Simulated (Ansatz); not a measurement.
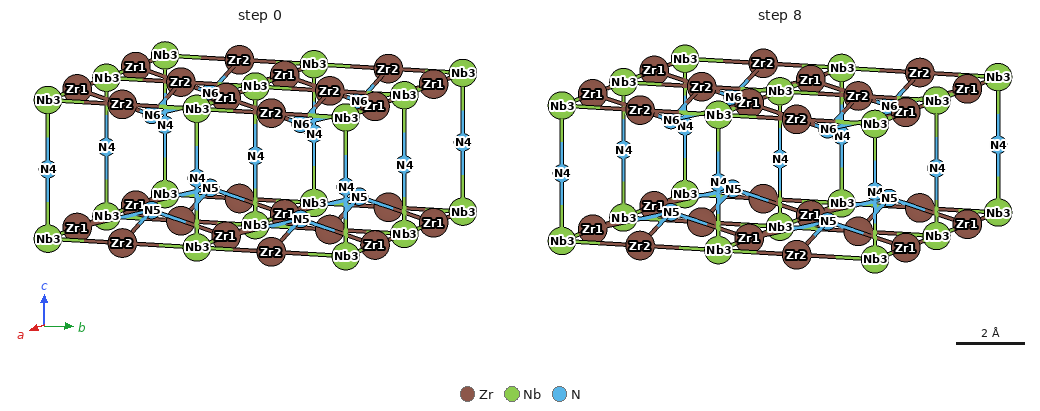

The structure of a crystal of Zr$_{2}$NbN$_{3}$ (a generated structure, set up in P4/mmm) (coarse preliminary run) before (left) and after (right) a relaxation, at one scale.

The picture is a ball-and-stick view of the cell of the calculation, repeated 2 × 2 × 1 with one cell outlined, seen slightly off an axis.

These are results of Ansatz, DFT PBE, scalar-relativistic, plane waves, PAW, not measurements. (plane-wave cutoff 420 eV; k-point mesh 4 × 4 × 4; occupations gaussian; smearing width 0.1 eV; no spin polarisation; cell and atoms relaxed; force threshold 0.04 eV/Å; at most 70 steps)

Q: What changed between the two?

A: The largest moves relative to the cell, 0.013 Å, are those of N5 and N6. N6 goes along −c. Zr and Nb stay in place. Cell: a = b 4.753 → 4.996 Å (+5.1 %), c 4.164 → 4.066 Å (−2.3 %). Volume +7.9 %. Some distances before and after: Zr1–Zr2 3.361 → 3.532 Å, Zr1–Nb3 2.376 → 2.498 Å, Zr1–N5 2.464 → 2.581 Å, Nb3–N4 2.082 → 2.033 Å. The space group stays P4/mmm (No. 123). Over 6 accepted moves (8 points after the start) the energy falls by 78.6 meV per atom. The largest force component goes from 1.5 to 0.001 eV/Å. Pressure: 11.13 GPa at the start and 0.02 GPa at the end. At 2 points the geometry stayed and the basis and grid were re-selected for the new cell (energy shift of 4.4 meV per atom at most each time). Cost: 48 s on 1 thread of Intel(R) Xeon(R) Platinum 8175M CPU @ 2.50GHz (Skylake/Cascade Lake), with other jobs on the host, peak memory 0.47 GiB.

Limits of the set-up: the k-point mesh is coarse for a cell with partly filled bands.
